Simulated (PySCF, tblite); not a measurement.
# C5H8NS radical: geometry, infrared bands and EPR parameters

Wanted: the infrared bands and EPR parameters of C5H8NS radical (`C=[C]C(=S)N(C)C`), by calculation.

Computed with tblite 0.8.0 and PySCF 2.14.0, with density-fitted response routines of our own, on a single molecule in the gas phase. Atoms are numbered from 0 throughout.

## 1. The starting structure

15 atoms, charge 0, multiplicity 2; geometry from: force field or distance geometry start.

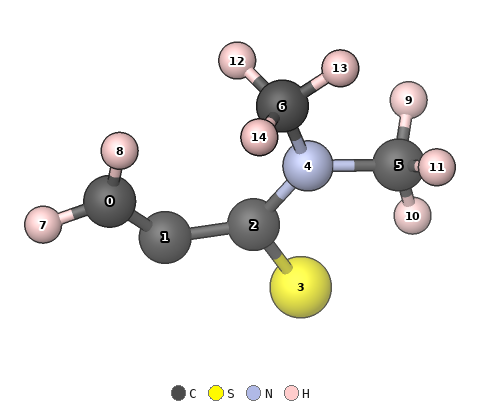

As it starts; carbon dark grey, sulfur yellow, nitrogen light blue, hydrogen pink, atoms numbered.

## 2. Geometry optimisation with GFN2-xTB

Job settings and geometry (Å):

```
{"job": {"kind": "relax", "xc": "GFN2-xTB", "basis": "xTB"}, "charge": 0, "multiplicity": 2}
C      2.550000     0.307500     0.207200
C      1.792500     1.006900    -0.583100
C      0.415700     0.933500    -0.893500
S     -0.151400     2.065400    -1.994900
N     -0.557900     0.031200    -0.394700
C     -1.941200     0.162900    -0.889100
C     -0.314200    -1.019500     0.543200
H      3.619700     0.592000     0.272200
H      2.275600    -0.527600     0.834300
H     -2.135800    -0.800900    -1.401600
H     -2.038100     1.031900    -1.549000
H     -2.615000     0.169000    -0.002700
H      0.377800    -1.747800     0.092400
H     -1.285500    -1.557900     0.702100
H      0.003500    -0.638600     1.529700
```

The run is started by

```console
$ OMP_NUM_THREADS=1 python probes_run.py task.json out
```

The driver reads the jobs from task.json and runs them one after another.

What it wrote:

```text
step      E/eV     max force
  0    -566.25742    2.429
  1    -566.47659    1.375
  2    -566.56671    1.087
  3    -566.64647    0.576
  4    -566.66404    0.384
  5    -566.68073    0.333
  6    -566.69983    0.425
  7    -566.71086    0.339
  8    -566.72238    0.295
  9    -566.73566    0.270
 10    -566.74835    0.330
 11    -566.75688    0.285
 12    -566.76250    0.179
 13    -566.76750    0.219
 14    -566.77322    0.233
 15    -566.77811    0.215
 16    -566.78073    0.135
 17    -566.78238    0.108
 18    -566.78374    0.132
 19    -566.78496    0.143
 20    -566.78674    0.141
 21    -566.79014    0.169
 22    -566.80034    0.325
 23    -566.80656    0.822
 24    -566.83117    0.615
 25    -566.88128    0.705
 26    -566.96916    0.759
 27    -567.03858    1.005
 28    -567.10935    0.966
 29    -567.17738    0.735
 30    -567.27269    1.114
 31    -567.33681    0.732
 32    -567.38354    0.598
 33    -567.41136    0.612
 34    -567.44030    0.622
 35    -567.46611    0.564
 36    -567.48556    0.521
 37    -567.50251    0.352
 38    -567.51680    0.394
 39    -567.52971    0.389
 40    -567.54270    0.415
 41    -567.55642    0.268
 42    -567.56432    0.241
 43    -567.56832    0.182
 44    -567.57024    0.157
 45    -567.57186    0.105
 46    -567.57369    0.119
 47    -567.57548    0.118
 48    -567.57702    0.122
 49    -567.57922    0.138
 50    -567.58225    0.155
 51    -567.58568    0.145
 52    -567.58858    0.149
 53    -567.59101    0.138
 54    -567.59344    0.121
 55    -567.59578    0.115
 56    -567.59727    0.079
 57    -567.59795    0.052
 58    -567.59835    0.059
 59    -567.59859    0.043
 60    -567.59869    0.022
 61    -567.59873    0.015
 62    -567.59877    0.018
 63    -567.59883    0.023
 64    -567.59889    0.020
 65    -567.59895    0.016
 66    -567.59901    0.020
 67    -567.59910    0.026
 68    -567.59926    0.041
 69    -567.59949    0.044
 70    -567.59977    0.043
 71    -567.60008    0.053
 72    -567.60046    0.068
 73    -567.60097    0.077
 74    -567.60149    0.079
 75    -567.60184    0.047
 76    -567.60203    0.031
 77    -567.60215    0.030
 78    -567.60226    0.030
 79    -567.60235    0.026
 80    -567.60242    0.024
 81    -567.60250    0.029
 82    -567.60263    0.044
 83    -567.60282    0.051
 84    -567.60303    0.044
 85    -567.60318    0.031
 86    -567.60328    0.028
 87    -567.60339    0.027
 88    -567.60350    0.026
 89    -567.60359    0.020
 90    -567.60365    0.023
 91    -567.60369    0.025
 92    -567.60375    0.029
 93    -567.60392    0.031
 94    -567.60417    0.042
 95    -567.60450    0.043
 96    -567.60491    0.052
 97    -567.60537    0.051
 98    -567.60577    0.043
 99    -567.60604    0.051
100    -567.60631    0.043
101    -567.60652    0.042
102    -567.60679    0.037
103    -567.60706    0.044
104    -567.60747    0.045
105    -567.60796    0.060
106    -567.60875    0.083
107    -567.60818    0.213
108    -567.61084    0.101
109    -567.61225    0.091
110    -567.60094    0.600
111    -567.61482    0.095
112    -567.61590    0.065
113    -567.59616    0.716
114    -567.61709    0.042
115    -567.61787    0.038
116    -567.61750    0.246
117    -567.61918    0.044
118    -567.61948    0.053
119    -567.61978    0.074
120    -567.61992    0.055
121    -567.62018    0.026
122    -567.62029    0.023
123    -567.62074    0.031
124    -567.62125    0.047
125    -567.62172    0.046
126    -567.62192    0.064
127    -567.62223    0.036
128    -567.62237    0.024
129    -567.62249    0.020
130    -567.62258    0.020
131    -567.62268    0.019
132    -567.62274    0.015
133    -567.62276    0.008
```

Run time: 1.3 s. Hardware: 1 thread of Arm Neoverse N1, shared host; peak memory 0.18 GiB.

Along the way: (not every step is listed)

```csv
step,energy from step 0 (eV),largest force (eV/Å)
0,0.0000,2.4290
1,-0.2192,1.3753
2,-0.3093,1.0872
3,-0.3890,0.5758
4,-0.4066,0.3837
5,-0.4233,0.3334
6,-0.4424,0.4255
7,-0.4534,0.3386
8,-0.4650,0.2946
20,-0.5293,0.1408
32,-1.1261,0.5982
44,-1.3128,0.1568
56,-1.3398,0.0786
68,-1.3418,0.0408
80,-1.3450,0.0239
92,-1.3463,0.0293
104,-1.3501,0.0452
116,-1.3601,0.2459
128,-1.3650,0.0239
129,-1.3651,0.0201
130,-1.3652,0.0197
131,-1.3653,0.0186
132,-1.3653,0.0154
133,-1.3653,0.0077
```

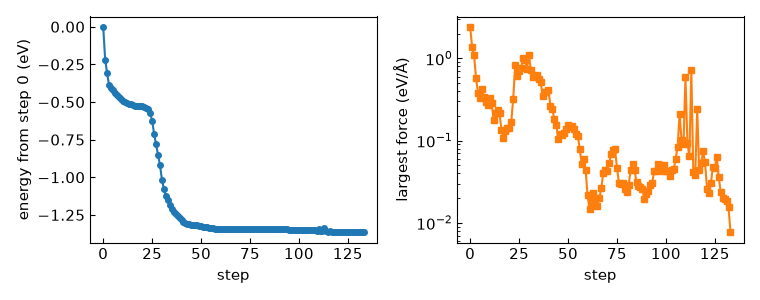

Energy and force, step by step.

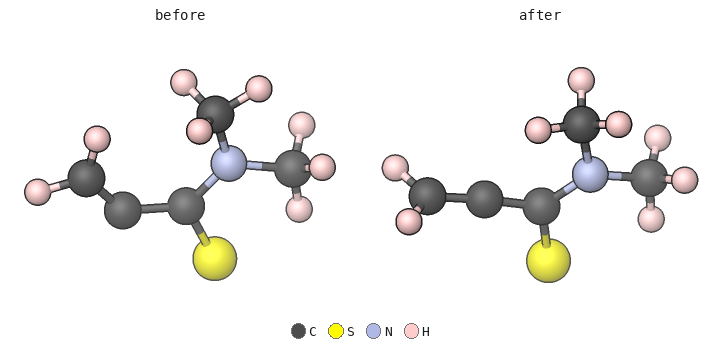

The geometry before (left) and after (right).

Close pairs (by a distance rule), those that changed most:

```csv
bond,before (Å),after (Å),change (Å)
C1–C2,1.413,1.341,-0.072
C2–N4,1.418,1.362,-0.056
C2–S3,1.678,1.718,+0.040
N4–C5,1.475,1.436,-0.039
C6–H13,1.122,1.092,-0.030
C0–H7,1.109,1.082,-0.027
C5–H11,1.113,1.092,-0.022
C6–H14,1.104,1.089,-0.016
```

The next job starts from the end point, and lists it.

## 3. Vibrational analysis with GFN2-xTB

Job settings and geometry (Å):

```
{"job": {"kind": "ir", "xc": "GFN2-xTB", "basis": "xTB"}, "charge": 0, "multiplicity": 2}
C      2.836683     0.451049     0.143836
C      1.605093     0.534867    -0.229192
C      0.378234     0.699274    -0.746110
S      0.291185     1.857117    -2.012894
N     -0.721810     0.033126    -0.296379
C     -1.985544     0.121709    -0.972885
C     -0.584380    -1.032924     0.659968
H      3.227574     1.023842     0.974313
H      3.549772    -0.197027    -0.348402
H     -2.167526    -0.763170    -1.593226
H     -1.989767     1.003829    -1.610655
H     -2.788167     0.204593    -0.237326
H     -0.580303    -2.013087     0.168563
H     -1.421515    -1.001399     1.360420
H      0.346057    -0.913810     1.212402
```

What it wrote:

```text
mode    cm-1     km/mol
  1      64.2      2.31
  2      65.1      0.38
  3     110.4      0.35
  4     137.1      1.94
  5     165.7      1.67
  6     190.4      5.47
  7     246.3      4.65
  8     328.4      0.46
  9     370.4      1.39
 10     419.6      0.40
 11     456.6     10.81
 12     498.9      2.30
 13     631.9      5.90
 14     838.3     28.13
 15     918.3      3.43
 16     935.8      7.24
 17    1039.2     23.76
 18    1072.0     49.94
 19    1088.9      3.74
 20    1116.3     19.11
 21    1177.9     55.25
 22    1265.6      7.41
 23    1361.2     10.53
 24    1400.3     10.11
 25    1405.0     48.13
 26    1432.8    105.41
 27    1456.3      3.05
 28    1469.5     12.45
 29    1476.6      4.50
 30    1496.0     41.98
 31    1957.9    182.08
 32    2916.5     40.47
 33    2924.1     46.22
 34    2980.7      9.98
 35    2983.3     69.36
 36    3011.5      5.12
 37    3022.4     15.16
 38    3026.5      4.53
 39    3031.1     12.74
```

Run time: 0.7 s. Hardware: 1 thread of Arm Neoverse N1, shared host; peak memory 0.18 GiB.

The strongest bands and the atoms that carry them (share of the mass-weighted mode):

```csv
cm⁻¹,km/mol,atoms
1072,49.9,"C2 28 %, H14 24 %, C6 13 %, H12 10 %"
1178,55.2,C2 37 %
1405,48.1,"H14 27 %, H13 19 %, H12 15 %, C6 13 %"
1433,105.4,"N4 19 %, C2 19 %, H12 11 %, H13 10 %"
1496,42.0,"H12 24 %, H13 23 %, H9 15 %, H11 15 %"
1958,182.1,"C1 67 %, C0 24 %"
2924,46.2,H9 88 %
2983,69.4,"H13 63 %, H11 27 %"
```

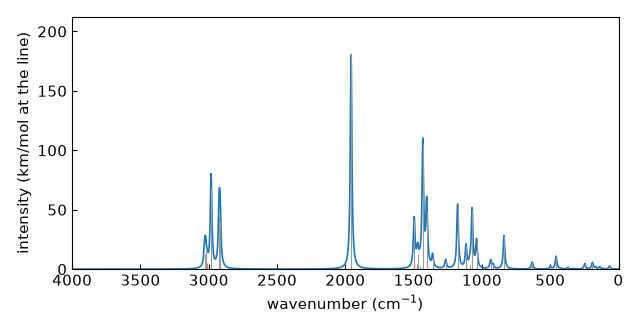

The infrared spectrum from these modes, unscaled. Lines are broadened to a width of 14 cm⁻¹ (Lorentzian).

## 4. EPR parameters: B3LYP/pcH-1

The job, as its differences from that of step 3:

```diff
@@ -1,2 +1,2 @@
-{"job": {"kind": "ir", "xc": "GFN2-xTB", "basis": "xTB"}, "charge": 0, "multiplicity": 2}
+{"job": {"kind": "epr", "basis": "pcH-1"}, "charge": 0, "multiplicity": 2}
 C      2.836683     0.451049     0.143836
```

With the program's defaults for keys left out, this is: UKS B3LYP, pcH-1 on C H N S, non-relativistic, mean-field spin-orbit, GIAO.

What it wrote:

```text
UKS, coarse grid
  cycle   1  E = -648.13867821  |g| = 3.49e-01
  cycle   2  E = -647.89746706  |g| = 7.39e-01
  cycle   3  E = -648.20889339  |g| = 1.35e-01
  cycle   4  E = -648.21674116  |g| = 7.37e-02
  cycle   5  E = -648.22005637  |g| = 2.07e-02
  cycle   6  E = -648.22028275  |g| = 1.25e-02
  cycle   7  E = -648.22041313  |g| = 6.70e-03
  cycle   8  E = -648.22045555  |g| = 2.79e-03
  cycle   9  E = -648.22046130  |g| = 9.95e-04
UKS, final grid
  cycle   1  E = -648.22047454  |g| = 1.63e-03
  cycle   2  E = -648.22047036  |g| = 3.43e-03
  cycle   3  E = -648.22047605  |g| = 3.53e-04
  cycle   4  E = -648.22047614  |g| = 1.85e-04
  cycle   5  E = -648.22047621  |g| = 1.14e-04
  cycle   6  E = -648.22047624  |g| = 4.09e-05
  cycle   7  E = -648.22047624  |g| = 1.48e-05
E = -648.22047624 Eh   <S^2> = 0.7654 (exact 0.7500)
g shifts (ppm)      1          2          3
  rmc          -185       -185       -185
  gc             -3         42         37
  oz_so        -164       7518      47152
  total        -352       7379      47009
hyperfine (MHz)  atom isotope    a_iso     a_fc   dipolar eigenvalues
    0   13C     -41.66     -41.66    -10.45      3.31      7.14
    1   13C      47.76      47.76    -55.24    -42.27     97.51
    2   13C     -35.45     -35.45     -8.55      2.27      6.27
    3   33S       9.20       9.20    -41.84    -40.37     82.22
    4   14N       2.52       2.52     -2.59     -2.22      4.80
    5   13C      -2.91      -2.91     -0.62     -0.04      0.66
    6   13C      -1.47      -1.47     -0.52     -0.22      0.73
    7    1H     117.95     117.95     -3.49     -2.34      5.83
    8    1H     118.74     118.74     -3.39     -2.27      5.65
    9    1H      19.64      19.64     -1.03     -0.91      1.94
   10    1H       1.29       1.29     -2.23     -1.36      3.60
   11    1H       9.41       9.41     -1.24     -0.81      2.04
   12    1H       1.14       1.14     -1.49     -1.05      2.54
   13    1H       1.43       1.43     -1.25     -0.91      2.16
   14    1H       0.20       0.20     -2.87     -2.63      5.50
```

It took 1.7 min on 1 thread of Arm Neoverse N1, shared host; peak memory 1.1 GiB.

Principal g values 2.00197, 2.00970, 2.04933; g(iso) = 2.02033, against 2.00232 for a free electron. They are not to be trusted: the run shows a large g shift, which the driver flags as unsure.

Mean a(iso) over the nuclei that a row names, and the largest dipolar term of the row (other rows stand at the frozen geometry):

```csv
nuclei,isotope,a(iso) (MHz),"a(iso) (G, at g = 2.0023)",largest dipolar term (MHz)
H8,1H,118.7,42.4,5.7
H7,1H,118.0,42.1,5.8
C1,13C,47.8,17.0,97.5
C0,13C,-41.7,-14.9,-10.4
C2,13C,-35.4,-12.6,-8.5
"H9, H10, H11",1H,10.1,3.6,3.6
S3,33S,9.2,3.3,82.2
C5,13C,-2.9,-1.0,0.7
N4,14N,2.5,0.9,4.8
C6,13C,-1.5,-0.5,0.7
"H12, H13, H14",1H,0.9,0.3,5.5
```

Mulliken spin populations:

C0 -0.11; C1 0.62; C2 -0.12; S3 0.46; N4 0.05; C5 -0.01; C6 0.00; H7 0.05; H8 0.05; H9 0.01; H10 0.00; H11 0.00; H12 0.00; H13 0.00; H14 0.00

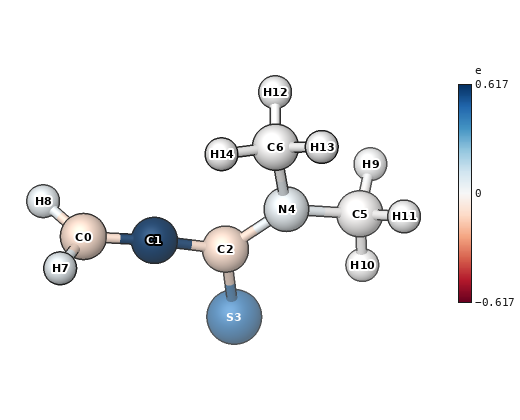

Mulliken spin populations, as colours on the atoms.

Orbitals, density, ELF and potential are computed afterwards from the orbital file.

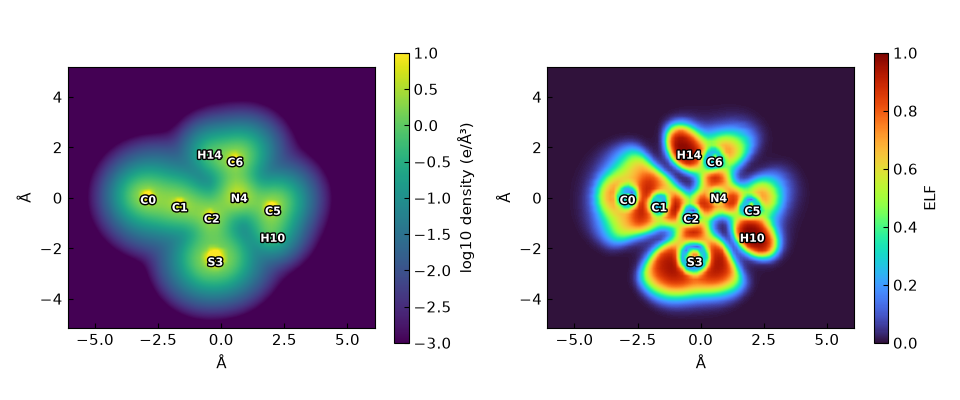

Density (left) and ELF (right) in a plane through or near 9 of the atoms.

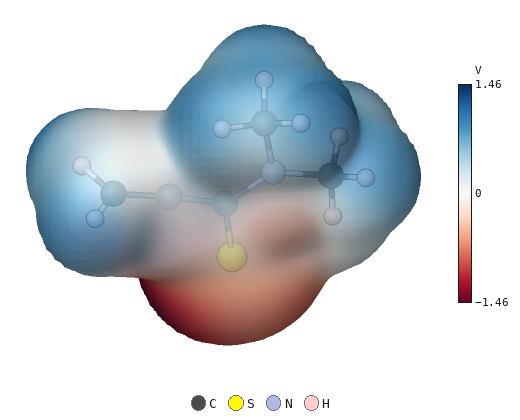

Electrostatic potential on the surface of density 0.002 e/bohr³; red is low, blue high. It runs from -1.46 V near S3 to 1.05 V near H13.

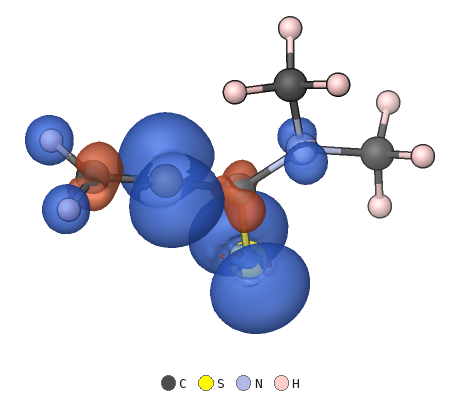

Spin density at ±0.03 e/Å³ (alpha excess blue, beta excess red).

## 5. Results

| quantity | value |
| --- | --- |
| strongest single infrared mode (GFN2-xTB) | 1958 cm⁻¹, 182 km/mol |
| zero-point energy (GFN2-xTB) | 72.2 kcal/mol |
| g(iso) (B3LYP) | 2.02033 |
| ⟨S²⟩ | 0.765 (exact 0.75) |
| largest a(iso) (averaged by class) | 1H on H8, 118.7 MHz |
| surface potential, least and greatest | -1.46 V and 1.05 V |
| property runs in this session | 1, of which 0 failed and 1 gave unsound results |

Over 133 steps the energy fell by 1.365 eV; of the close pairs, C1–C2 changed most, 1.413 to 1.341 Å. All 39 modes are real, so the xTB geometry is a minimum. The strongest single mode, at 1958 cm⁻¹, moves mainly C1. GFN2-xTB is a fitted tight-binding method: band positions and strengths are rough. Its intensities can rank the bands wrongly. The largest spin populations lie on C1 (0.62 e), S3 (0.46 e). The isotropic g lies 18.0 ppt above the free-electron value. These values are not to be trusted: the run shows a large g shift, which the driver flags as unsure.
